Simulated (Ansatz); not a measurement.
Co: space group P6_3/mmc (No. 194), a = 2.492 Å, b = 2.492 Å, c = 4.046 Å, α = 90.00°, β = 90.00°, γ = 120.00°. Source: coordinates from a relaxation at fixed volume with DFT r2SCAN, scalar-relativistic, plane waves, PAW (Ansatz 0.2.0). Forms under 0.4 % of the area are left out.

Estimate the growth shape by the BFDH rule (face distance proportional to 1/d, absences counted).

Answer. The forms computed, by share of the surface:

```csv
form,faces,d (Å),share of area (%)
{100},6,2.158,40.8
{101},12,1.904,39.6
{002},2,2.023,19.6
```

The crystal is roughly equant (blocky). Widths along a, b and c stand as 1.00 : 1.00 : 0.92.

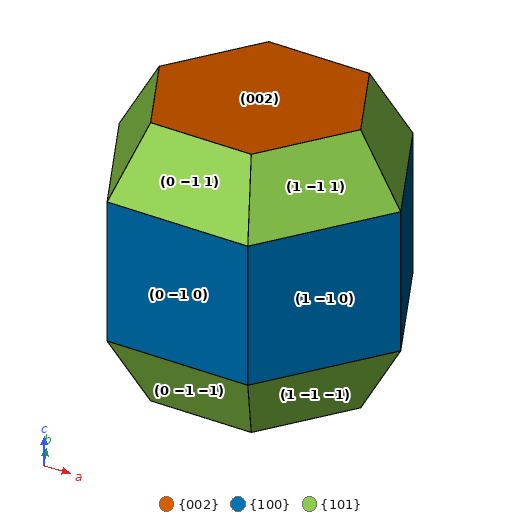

The computed shape, faces indexed. The rule is geometric and ignores bonding and growth conditions.
